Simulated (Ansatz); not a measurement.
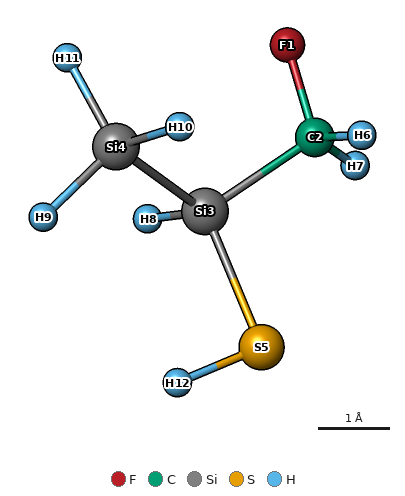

Fig. 1: The input geometry of the first run (ball-and-stick view, seen at a tilt; atoms are numbered from 1 in the order of the input). Bond lengths as drawn: C–F 1.39 Å, C–H 1.09 Å, C–Si 1.90 Å, H–S 1.34 Å, H–Si 1.49 Å, Si–Si 2.34 Å and S–Si 2.15 Å.

# Two runs on CH7FSSi2

System: CH7FSSi2.
Method of the first run: RKS SPW92 (LDA)/def2-TZVPP (Ansatz 0.2.0).

The geometry comes from this level: PBE0-D4/def2-TZVP. Text and figures count atoms from 1; the logs count them from 0 in places.

The input, the first run:
```yaml
crystal:
  periodic: [false, false, false]
  atoms:
    - {symbol: F, position_ang: [-2.032778, 1.137515, 0.994564]}
    - {symbol: C, position_ang: [-0.817323, 1.583710, 0.486027]}
    - {symbol: Si, position_ang: [-0.081205, 0.245014, -0.641740]}
    - {symbol: Si, position_ang: [0.202322, -1.769577, 0.511417]}
    - {symbol: S, position_ang: [1.825472, 1.054722, -1.214298]}
    - {symbol: H, position_ang: [-0.150064, 1.801102, 1.326129]}
    - {symbol: H, position_ang: [-0.995102, 2.516429, -0.058923]}
    - {symbol: H, position_ang: [-0.967431, 0.067420, -1.824729]}
    - {symbol: H, position_ang: [1.035383, -2.682500, -0.318813]}
    - {symbol: H, position_ang: [0.911222, -1.506163, 1.791640]}
    - {symbol: H, position_ang: [-1.100330, -2.428997, 0.791191]}
    - {symbol: H, position_ang: [2.246835, -0.073778, -1.808564]}
basis:
  gaussian: {orbitals: def2-TZVPP}
hamiltonian: {xc: lda}
output: {orbitals: {seedname: orbitals}}
```

Hardware: 4 threads of Arm Neoverse V2, 108 GiB of memory available, shared host.

Output (the first run):
```
Functional definition: SPW92
  exchange = slater_x
  correlation = pw_c
1609 factors; their error is unknown
mean field evaluation 1: about -30326.8130 eV, gradient 4.9e1 eV
mean field evaluation 2: about -30321.1831 eV, gradient 6.6e1 eV
mean field evaluation 4: about -30332.6786 eV, gradient 4.5e0 eV
mean field evaluation 8: about -30332.7277 eV, gradient 1.4e-1 eV
mean field evaluation 16: about -30332.6838 eV, gradient 2.5e-4 eV
mean field -30332.68378110 eV, -1114.7055687239 hartree, gradient 3.3e-5 eV, S^2 0.000000; 0 other end points of the search recorded, 0 dependent functions left out
reference -30332.68382620 eV, -1114.7055703814 hartree; 33, 33 occupied and 253, 253 virtual orbitals, 1609 factors
Total energy: -30332.68382620 eV, -1114.7055703814 hartree
```

The second run used a changed input.

The two runs side by side:

| quantity | the first run | the second run |
| --- | --- | --- |
| outcome | converged | converged |
| total energy (hartree) | −1114.705570 | −1119.071131 |
| HOMO (eV) | −6.35 | −10.08 |
| LUMO (eV) | −1.59 | 1.68 |
| basis functions | 286 | 286 |
| wall time (shared host) | 1.6 s | 3.5 s |

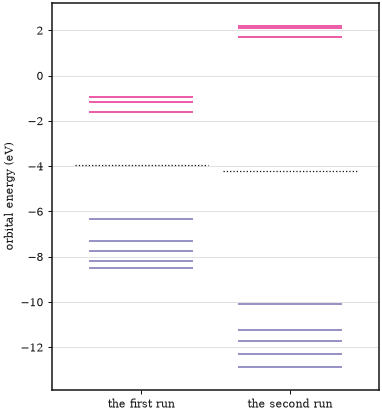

Fig. 2: The five highest filled and three lowest empty orbital energies of the two runs; the dotted lines part filled from empty levels. The HOMO–LUMO gap is 4.75 eV in the first run and 11.76 eV in the second run.

What was changed in the input?

The change (lines with − go, lines with + come):
```diff
-hamiltonian: {xc: lda}
+hamiltonian: {xc: {name: LC-wPBE}}
```

The total energies belong to different methods, so their difference says nothing on which is more stable or more accurate. The HOMO goes from −6.35 to −10.08 eV. The LUMO goes from −1.59 to 1.68 eV.

Output (the second run):
```
Functional definition: LC-wPBE
  parameter omega = 0.4/bohr
  exchange = pbe_x_sr(omega) + exact_x_lr(omega)
  correlation = pbe_c
1609 factors; their error is unknown
518 factors; integrals over basis functions are off by at most 2.9e-5 eV
mean field evaluation 1: about -30449.5822 eV, gradient 2.9e1 eV
mean field evaluation 2: about -30450.7444 eV, gradient 2.3e1 eV
mean field evaluation 4: about -30451.5116 eV, gradient 2.0e0 eV
mean field evaluation 8: about -30451.5222 eV, gradient 8.0e-2 eV
mean field evaluation 16: about -30451.4768 eV, gradient 8.6e-5 eV
mean field -30451.47678959 eV, -1119.0711312651 hartree, gradient 2.9e-5 eV, S^2 0.000000; 0 other end points of the search recorded, 0 dependent functions left out
reference -30451.47678960 eV, -1119.0711312654 hartree; 33, 33 occupied and 253, 253 virtual orbitals, 1609 factors
Total energy: -30451.47678960 eV, -1119.0711312654 hartree
```
